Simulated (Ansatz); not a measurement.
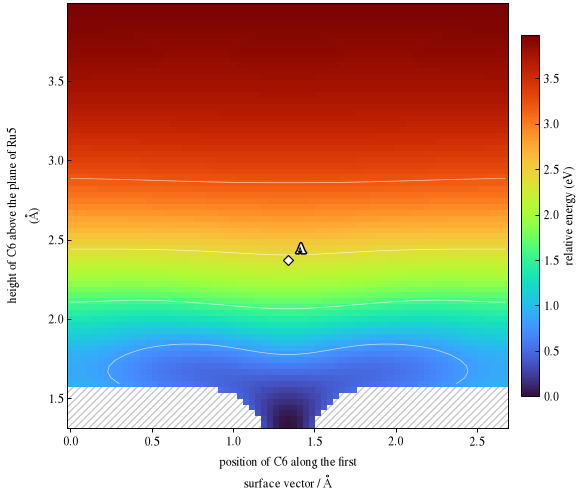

C on a Ru(001) slab cut from the P6_3/mmc phase, its upper half relaxed before the scan (5 atoms of substrate and one adsorbate in a 1 × 1 cell). 
- C is moved along a line over the surface and along the normal, above a rigid substrate.
- The first coordinate is: position of C6 along the first surface vector, from above Ru5; the second: height of C6 above the plane of Ru5.
- The scan uses a 6 × 7 grid; 25 points were computed and 12 follow by symmetry. At 5 points there is no value (left out of the scan, as a rule where atoms come close).
- Points are written as (first, second).
- Energies: eV, counted from the lowest grid point.
- The calculation used DFT LDA, scalar-relativistic, plane waves, PAW in Ansatz. Settings: cutoff 420 eV, k-mesh 12×12×1, gaussian smearing 0.1 eV, spin-polarised.

Drawn: a smooth colour map with a few white contour lines, hatched blanks where no value was computed, the point A. Between grid points the surface is interpolated.

Question: Is A at rest? If not, where is it pushed?

Answer: A, at (1.34 Å, 2.37 Å), is not a stationary point. The computed force is nearly zero along the first coordinate and 2.2 eV for each Å towards smaller values of the second coordinate.

PAW datasets: the set soft_1.
